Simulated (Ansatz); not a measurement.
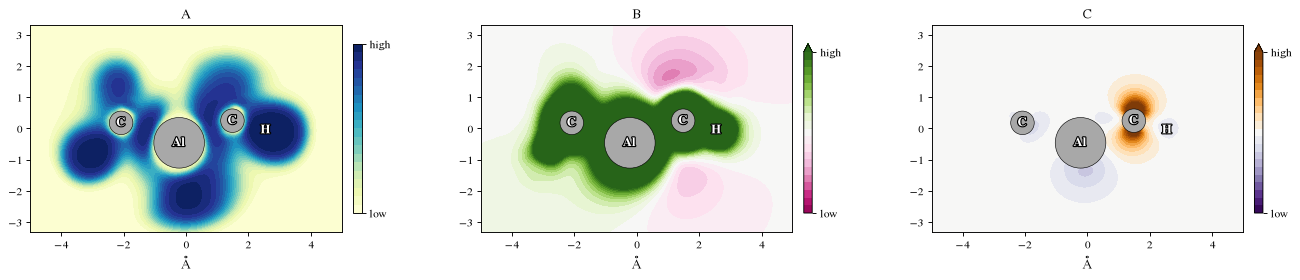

C2H6Al (doublet): 3 fields on the plane of atoms C1, Al2 and C3, with unlabelled colour scales. Grey discs cover the atomic cores.

⟨S²⟩ = 1.04, above the pure value of 0.75; at this geometry the atoms fall into two loosely joined parts.

Method: Ansatz 0.2.0, UKS PBE0-D4/cc-pVDZ.

Match the panels to the quantities (electron localisation function, electrostatic potential and spin density).

Panel A: electron localisation function. Panel B: electrostatic potential (strongly positive close to the atoms, with negative regions outside electron-rich atoms). Panel C: spin density (confined to the atoms that carry the unpaired spin). From the grid: C–Al (1.85 Å): the ELF peaks at about 0.90 between the atoms, as expected for a shared but strongly polarised pair. C–Al (1.97 Å): the ELF peaks at about 0.95 between the atoms (a shared but strongly polarised pair).
